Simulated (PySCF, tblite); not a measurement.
# C4H11B3S: geometry, infrared bands and NMR shifts

What infrared bands and NMR shifts should C4H11B3S (`CCB1CB(C)BS1`) show?

The runs use tblite 0.8.0 and PySCF 2.14.0, with density-fitted response routines of our own; the level of theory stands in each step. All values are computed, except where a source is named. Atoms are numbered from 0 throughout.

## Step 1: Starting geometry

19 atoms, charge 0, multiplicity 1; geometry from: force field or distance geometry start.

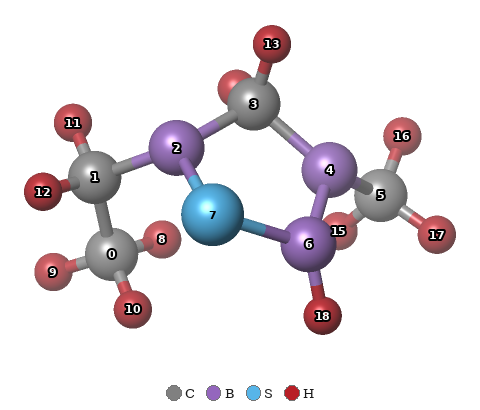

The starting geometry (carbon grey, boron purple, sulfur blue, hydrogen red), atoms numbered.

## Step 2: Relaxing the molecule with GFN2-xTB

Job settings and geometry (Å):

```
{"job": {"kind": "relax", "xc": "GFN2-xTB", "basis": "xTB"}, "charge": 0, "multiplicity": 1}
C      1.826700    -0.476800    -1.020700
C      2.099300     0.260200     0.279600
B      0.810000     0.983800     0.858500
C     -0.377100     0.119000     1.468000
B     -1.583600     0.283700     0.465900
C     -2.374700    -0.987900    -0.079200
B     -1.293500     1.563500    -0.558200
S      0.202500     2.563400     0.006900
H      1.049600    -1.260600    -0.868500
H      2.743200    -0.963800    -1.376000
H      1.468800     0.238700    -1.799100
H      2.465200    -0.474300     1.047300
H      2.892300     1.016000     0.132600
H     -0.654100     0.518700     2.466200
H     -0.087500    -0.946800     1.573000
H     -1.710000    -1.581100    -0.726700
H     -2.688300    -1.610100     0.785000
H     -3.267900    -0.670600    -0.645200
H     -1.530700     1.434300    -1.698600
```

Started as:

```bash
$ OMP_NUM_THREADS=1 python probes_run.py task.json out
```

One launch serves the whole session: the jobs run in the order shown.

Standard output:

```text
step      E/eV     max force
  0    -573.66065    1.759
  1    -573.84016    1.250
  2    -573.97763    0.847
  3    -574.03292    0.774
  4    -574.08560    0.684
  5    -574.11864    0.669
  6    -574.16903    0.605
  7    -574.20988    0.565
  8    -574.23753    0.522
  9    -574.25968    0.308
 10    -574.27884    0.391
 11    -574.29974    0.331
 12    -574.31980    0.425
 13    -574.33733    0.352
 14    -574.35523    0.360
 15    -574.37841    0.389
 16    -574.40560    0.417
 17    -574.42766    0.334
 18    -574.44113    0.256
 19    -574.44938    0.247
 20    -574.45530    0.333
 21    -574.46188    0.203
 22    -574.46811    0.184
 23    -574.47451    0.181
 24    -574.47768    0.152
 25    -574.48223    0.114
 26    -574.48493    0.118
 27    -574.48815    0.139
 28    -574.49245    0.165
 29    -574.49918    0.199
 30    -574.50822    0.260
 31    -574.51963    0.357
 32    -574.53245    0.365
 33    -574.54516    0.299
 34    -574.55567    0.272
 35    -574.56283    0.197
 36    -574.56768    0.340
 37    -574.57291    0.280
 38    -574.57897    0.212
 39    -574.59002    0.150
 40    -574.59304    0.149
 41    -574.59869    0.179
 42    -574.60272    0.142
 43    -574.60688    0.125
 44    -574.60940    0.156
 45    -574.61116    0.121
 46    -574.61318    0.098
 47    -574.61599    0.135
 48    -574.61793    0.106
 49    -574.61931    0.088
 50    -574.62011    0.072
 51    -574.62089    0.061
 52    -574.62164    0.067
 53    -574.62230    0.073
 54    -574.62287    0.068
 55    -574.62343    0.060
 56    -574.62400    0.070
 57    -574.62450    0.056
 58    -574.62489    0.050
 59    -574.62519    0.041
 60    -574.62540    0.033
 61    -574.62553    0.024
 62    -574.62561    0.019
 63    -574.62567    0.017
 64    -574.62572    0.019
 65    -574.62576    0.015
 66    -574.62580    0.014
 67    -574.62583    0.016
 68    -574.62588    0.017
 69    -574.62593    0.022
 70    -574.62598    0.016
 71    -574.62601    0.011
 72    -574.62602    0.008
```

It took 0.92 s on 1 thread of Arm Neoverse N1, shared host; peak memory 0.18 GiB.

Along the way: (not every step is listed)

```tsv
step	energy from step 0 (eV)	largest force (eV/Å)
0	0.0000	1.7589
1	-0.1795	1.2501
2	-0.3170	0.8472
3	-0.3723	0.7738
4	-0.4249	0.6838
5	-0.4580	0.6695
6	-0.5084	0.6048
7	-0.5492	0.5651
8	-0.5769	0.5224
13	-0.6767	0.3525
18	-0.7805	0.2555
23	-0.8139	0.1811
28	-0.8318	0.1645
33	-0.8845	0.2985
38	-0.9183	0.2117
43	-0.9462	0.1246
48	-0.9573	0.1055
53	-0.9616	0.0728
58	-0.9642	0.0498
63	-0.9650	0.0169
67	-0.9652	0.0157
68	-0.9652	0.0174
69	-0.9653	0.0220
70	-0.9653	0.0161
71	-0.9654	0.0112
72	-0.9654	0.0079
```

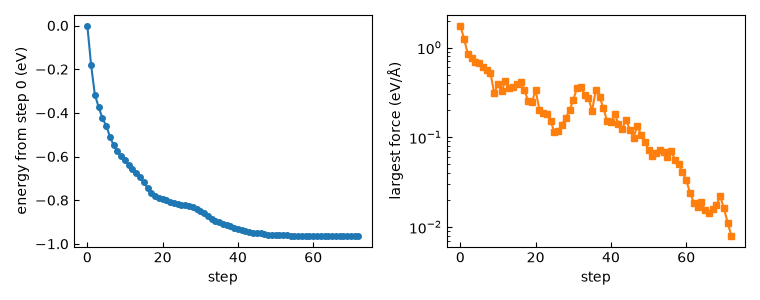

Energy and force, step by step.

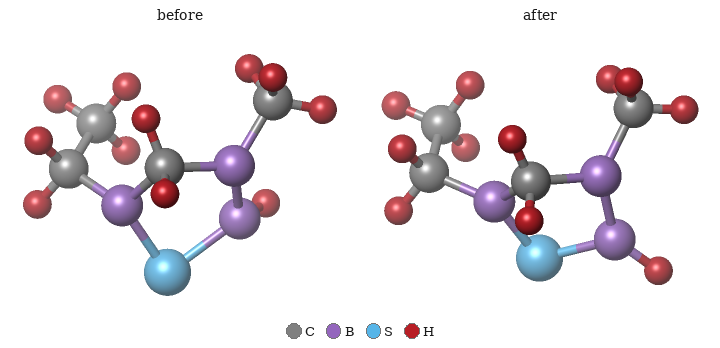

The geometry before (left) and after (right).

Close pairs (by a distance rule), those that changed most:

```tsv
bond	before (Å)	after (Å)	change (Å)
B6–S7	1.886	1.793	-0.093
B2–S7	1.895	1.825	-0.069
C1–H11	1.124	1.092	-0.031
C0–H10	1.116	1.088	-0.028
C0–H8	1.114	1.088	-0.026
C5–H16	1.110	1.089	-0.021
C3–H14	1.109	1.090	-0.020
C0–C1	1.519	1.538	+0.019
```

The final coordinates are the input of the step that follows.

## Step 3: Harmonic vibrations with GFN2-xTB

Job settings and geometry (Å):

```
{"job": {"kind": "ir", "xc": "GFN2-xTB", "basis": "xTB"}, "charge": 0, "multiplicity": 1}
C      2.181074    -0.668198    -1.032869
C      2.109655     0.139649     0.274472
B      0.670141     0.762647     0.475328
C     -0.464218     0.212207     1.418688
B     -1.671648     0.309682     0.380911
C     -2.358160    -1.030547    -0.099423
B     -1.633826     1.779975    -0.363953
S      0.108331     2.151072    -0.567820
H      1.467146    -1.489385    -1.013060
H      3.176372    -1.084246    -1.172181
H      1.949711    -0.032471    -1.884724
H      2.397224    -0.516547     1.099053
H      2.862935     0.929985     0.217325
H     -0.616671     0.916127     2.239389
H     -0.270235    -0.762816     1.864478
H     -1.682650    -1.554595    -0.777747
H     -2.554957    -1.718751     0.721160
H     -3.288614    -0.877654    -0.641852
H     -2.391414     2.543117    -0.826192
```

Standard output:

```text
mode    cm-1     km/mol
  1     -13.4      0.62
  2      23.0      1.06
  3      54.3      0.22
  4      85.7      0.89
  5     161.9      1.05
  6     192.9      0.09
  7     258.0      0.68
  8     286.7      1.16
  9     307.3      0.74
 10     378.3      0.40
 11     426.1      3.01
 12     470.6     20.67
 13     573.0      6.25
 14     645.7     48.44
 15     690.3     20.72
 16     731.6      6.42
 17     765.3      9.10
 18     774.8      1.52
 19     801.1     45.17
 20     852.6     20.21
 21     890.8    117.75
 22     907.2     72.11
 23     973.6     43.94
 24     992.7     20.41
 25    1033.0     42.22
 26    1042.5     23.33
 27    1075.6     50.63
 28    1090.5     62.44
 29    1126.3     32.52
 30    1181.4    109.47
 31    1236.8      5.87
 32    1294.2     14.07
 33    1382.5     18.99
 34    1407.9      0.70
 35    1461.6      2.71
 36    1484.5      2.30
 37    1490.0      0.54
 38    1498.6      3.14
 39    1506.4      4.14
 40    1509.0      2.09
 41    2647.6    141.88
 42    2958.2     13.23
 43    2960.2     35.47
 44    2976.2     24.69
 45    2986.6     25.97
 46    3000.0     33.85
 47    3014.4     39.79
 48    3022.7     48.01
 49    3028.0     55.88
 50    3030.3     33.72
 51    3034.5     24.27
```

It took 1.2 s on 1 thread of Arm Neoverse N1, shared host; peak memory 0.18 GiB.

The strongest bands and the atoms that carry them (share of the mass-weighted mode):

```tsv
cm⁻¹	km/mol	atoms
646	48.4	H18 51 %, B6 31 %
891	117.8	H13 41 %, B2 13 %, H14 11 %
907	72.1	B2 19 %, H13 15 %, C3 13 %
1076	50.6	B4 36 %, H14 11 %
1090	62.4	B4 21 %, B2 18 %, H14 14 %
1181	109.5	H14 43 %, B2 16 %, C3 16 %, B4 15 %
2648	141.9	H18 92 %
3028	55.9	H9 44 %, H8 28 %, H10 20 %
```

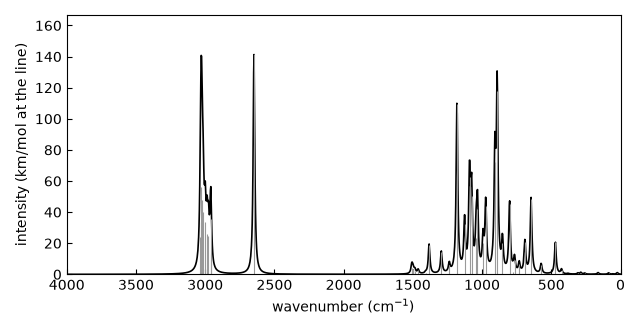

The infrared spectrum from these modes, unscaled. Lines are broadened to a width of 14 cm⁻¹ (Lorentzian).

## Step 4: Shielding tensors: PBE0/pcSseg-1

Settings changed since step 3:

```diff
@@ -1,2 +1,2 @@
-{"job": {"kind": "ir", "xc": "GFN2-xTB", "basis": "xTB"}, "charge": 0, "multiplicity": 1}
+{"job": {"kind": "nmr", "xc": "PBE0", "basis": "pcSseg-1"}, "charge": 0, "multiplicity": 1}
 C      2.181074    -0.668198    -1.032869
```

Level: GIAO PBE0/pcSseg-1 NMR shielding, non-relativistic, gas phase.

Standard output:

```text
coarse grid: 16048 points
cycle   1  E = -631.2292855577  dE =  7.882e-01  |g| = 5.105e-01  |ddm| = 3.902e+00
cycle   2  E = -631.2184782266  dE =  1.081e-02  |g| = 5.582e-01  |ddm| = 9.593e-01
cycle   3  E = -631.3005216050  dE = -8.204e-02  |g| = 5.462e-02  |ddm| = 5.340e-01
cycle   4  E = -631.3012591271  dE = -7.375e-04  |g| = 2.677e-02  |ddm| = 1.164e-01
cycle   5  E = -631.3014542695  dE = -1.951e-04  |g| = 5.411e-03  |ddm| = 3.806e-02
cycle   6  E = -631.3014617395  dE = -7.470e-06  |g| = 1.799e-03  |ddm| = 8.330e-03
final grid: 149296 points
cycle   7  E = -631.3450128632  dE = -4.624e-05  |g| = 1.022e-02  |ddm| = 3.294e-02
cycle   8  E = -631.3449966883  dE =  1.617e-05  |g| = 1.274e-02  |ddm| = 2.093e-02
cycle   9  E = -631.3450398119  dE = -4.312e-05  |g| = 8.575e-04  |ddm| = 1.334e-02
cycle  10  E = -631.3450400353  dE = -2.233e-07  |g| = 2.580e-04  |ddm| = 1.553e-03
cycle  11  E = -631.3450400516  dE = -1.635e-08  |g| = 5.325e-05  |ddm| = 2.969e-04
cycle  12  E = -631.3450400524  dE = -7.512e-10  |g| = 2.098e-05  |ddm| = 8.931e-05
converged SCF energy = -631.3450400524

GIAO shielding tensors (ppm)
atom      isotropic    diamagn.    paramagn.     s11        s22        s33       span
  0 C      175.110     248.530     -73.420    162.897    177.524    184.908     22.011
  1 C      163.725     251.096     -87.371    147.704    169.466    174.005     26.301
  2 B       22.090     192.543    -170.453    -37.299     -2.626    106.195    143.494
  3 C      129.668     256.744    -127.076     92.773    141.730    154.502     61.729
  4 B       13.334     192.673    -179.339    -39.607    -34.002    113.611    153.217
  5 C      173.864     251.945     -78.081    153.665    177.137    190.790     37.125
  6 B       12.750     197.957    -185.207    -69.657    -23.964    131.870    201.528
  7 S      241.856    1060.222    -818.365   -108.246     73.846    759.969    868.215
  8 H       31.095      32.309      -1.213     26.297     30.320     36.670     10.374
  9 H       30.364      28.321       2.043     25.874     27.341     37.877     12.003
 10 H       30.752      31.081      -0.329     26.189     30.211     35.855      9.666
 11 H       29.818      31.780      -1.963     26.443     28.439     34.571      8.128
 12 H       30.091      30.349      -0.257     27.092     27.378     35.803      8.711
 13 H       28.971      30.770      -1.799     25.665     27.069     34.181      8.516
 14 H       29.122      34.329      -5.206     27.152     29.008     31.207      4.055
 15 H       31.206      32.122      -0.917     27.361     30.297     35.959      8.598
 16 H       30.388      30.273       0.115     26.083     30.011     35.070      8.988
 17 H       30.245      29.197       1.047     25.873     28.132     36.729     10.857
 18 H       22.792      30.477      -7.685     16.061     25.369     26.947     10.886
```

It took 78 s on 1 thread of Arm Neoverse N1, shared host; peak memory 0.88 GiB.

Shifts follow as δ = σ(reference) − σ, with reference shieldings (ppm) from runs at the same level and on the same kind of geometry: 1H TMS 31.72, 13C TMS 186.9, 11B BF3·OEt2 100.1, 33S CS2 504. The references are single molecules in the gas phase. Atoms listed in one row are averaged.

```tsv
atoms	environment	σ (ppm)	δ (ppm)	δ scaled to CDCl3
C3	sp3 CH2 bonded to 2 B	129.7	57.3	54.0
C1	sp3 CH2 bonded to B	163.7	23.2	20.7
C5	methyl carbon bonded to B	173.9	13.1	10.8
C0	methyl carbon	175.1	11.8	9.6
H18	hydrogen on a boron bonded to B, S, in a 5-membered ring	22.79	8.92	–
H13, H14	hydrogen on an sp3 CH2 bonded to 2 B	29.05	2.67	2.62
H11, H12	hydrogen on an sp3 CH2 bonded to B	29.95	1.76	1.77
H15, H16, H17	hydrogen on a methyl carbon bonded to B	30.61	1.10	1.15
H8, H9, H10	hydrogen on a methyl carbon	30.74	0.98	1.03
B6	boron bonded to B, S, H, in a 5-membered ring	12.7	87.3	–
B4	boron bonded to 2 C, B, in a 5-membered ring	13.3	86.7	–
B2	boron bonded to 2 C, S, in a 5-membered ring	22.1	78.0	–
S7	sulfur bonded to 2 B, in a 5-membered ring	242	262	–
```

The scaled column applies a straight-line fit of computed shieldings to shifts measured in CDCl3, with any fitted terms for Cl, Br or S neighbours (root-mean-square error 0.16 ppm for H, 1.9 ppm for C).

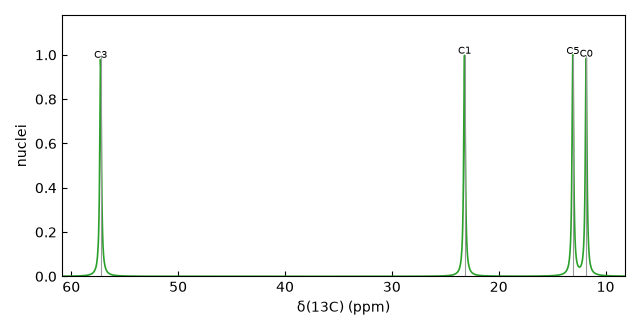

13C lines at the computed shifts, without couplings. Lines are broadened to a width of 0.18 ppm (Lorentzian).

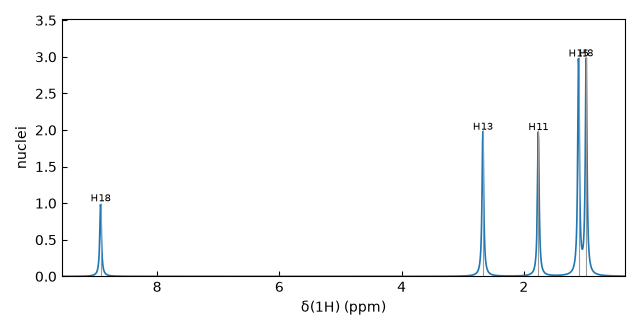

1H lines at the computed shifts, without couplings. Lines are broadened to a width of 0.03 ppm (Lorentzian).

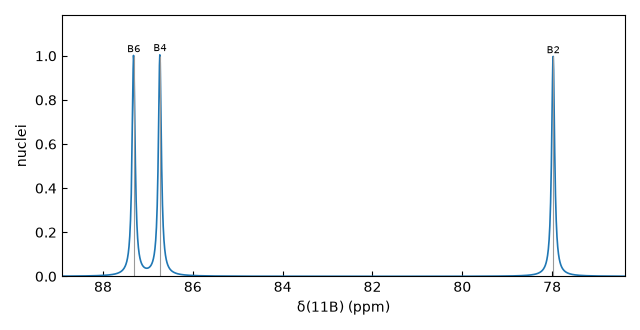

11B lines at the computed shifts, without couplings. Lines are broadened to a width of 0.08 ppm (Lorentzian).

Charges from the same density, by scheme (e):

```tsv
atoms	Mulliken	IAO	Hirshfeld	ESP fit
C0	-0.31	-0.40	-0.11	-0.11
C1	-0.45	-0.40	-0.14	0.01
B2	0.41	0.19	0.17	0.27
C3	-0.56	-0.52	-0.21	-0.53
B4	0.18	0.19	0.13	0.37
C5	-0.49	-0.56	-0.19	-0.58
B6	0.08	-0.14	0.04	0.09
S7	-0.25	0.10	-0.03	-0.24
```

Mulliken charges:

C0 -0.31; C1 -0.45; B2 0.41; C3 -0.56; B4 0.18; C5 -0.49; B6 0.08; S7 -0.25; H8 0.12; H9 0.12; H10 0.12; H11 0.13; H12 0.14; H13 0.17; H14 0.13; H15 0.14; H16 0.13; H17 0.13; H18 0.05

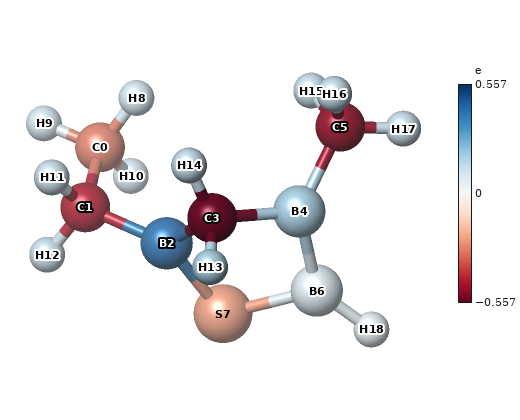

Mulliken charges, as colours on the atoms.

Mayer bond orders: C0–C1 1.05, C1–B2 1.01, B2–C3 1.01, C3–B4 0.98, B4–C5 1.07, B4–B6 1.00, B6–S7 1.18, S7–B2 1.09.

Ring of atoms B2, C3, B4, B6, S7: NICS(0) 1.4, NICS(1) -4.6, NICS(1)zz -3.8 ppm (means of both faces; NICS(1) differs between them: -8.0 and -1.1).

The two faces differ (NICS(1)zz -8.2 and 0.7 ppm).

Orbitals, density, ELF and potential are computed afterwards from the orbital file.

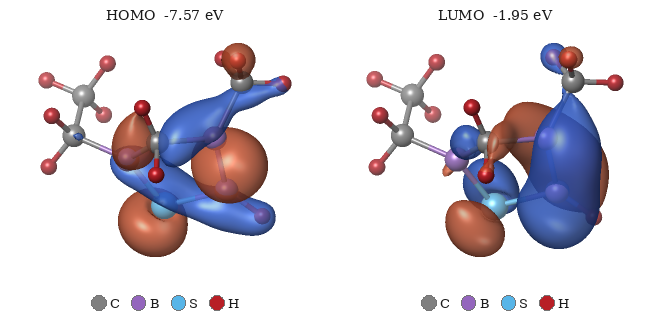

PBE0/pcSseg-1 orbitals near the gap, drawn at the value that encloses 70 % of each; the two colours are the two signs.

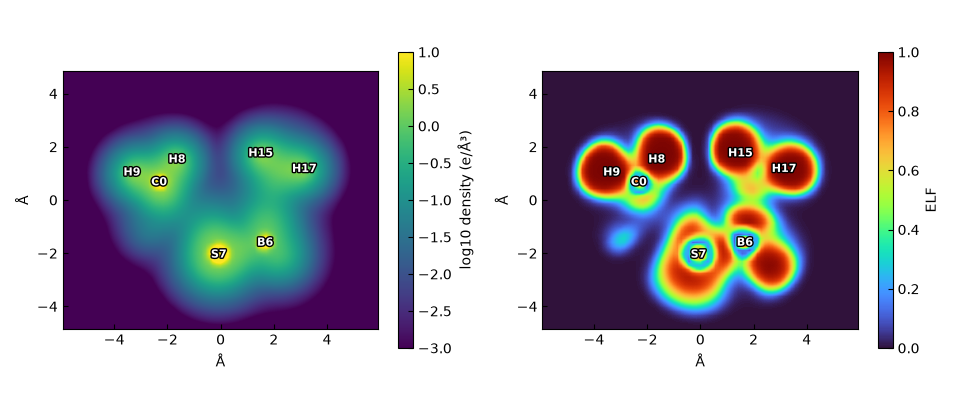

Density (left) and ELF (right) in a plane through or near 7 of the atoms.

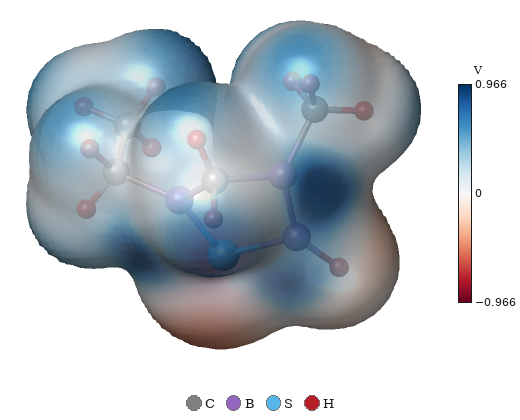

Electrostatic potential on the surface of density 0.002 e/bohr³; red is low, blue high. It runs from -0.65 V near S7 to 0.97 V near B4.

## Step 5: Results

| quantity | value |
| --- | --- |
| strongest single infrared mode (GFN2-xTB) | 2648 cm⁻¹, 142 km/mol |
| zero-point energy (GFN2-xTB) | 94.0 kcal/mol |
| 13C shifts against TMS (PBE0/pcSseg-1) | 57.3, 23.2, 13.1, 11.8 ppm |
| 1H shifts against TMS (PBE0/pcSseg-1, means over atoms taken as alike) | 8.92, 2.67, 1.76, 1.10, 0.98 ppm |
| 11B shifts against BF3·OEt2 (PBE0/pcSseg-1) | 87.3, 86.7, 78.0 ppm |
| 33S shifts against CS2 (PBE0/pcSseg-1) | 262 ppm |
| surface potential, least and greatest | -0.65 V and 0.97 V |

The optimisation took 72 steps and gained 0.965 eV; among the close pairs (by a distance rule), B6–S7 changed most, from 1.886 to 1.793 Å. The lowest mode is slightly imaginary (13i cm⁻¹), a soft motion within the noise of the Hessian, so the minimum is not strictly shown. The strongest single mode, at 2648 cm⁻¹, moves mainly H18. GFN2-xTB is a fitted tight-binding method: band positions and strengths are rough. Its intensities can rank the bands wrongly. At PBE0/pcSseg-1: The largest span, 868 ppm, is at S7, where the paramagnetic term is -818 ppm. At PBE0/pcSseg-1, counted by nearest atom on the grid, the HOMO lies on S7 24 %; B4, B6 about 21 % each, the LUMO on B6 35 %; B4 26 %.
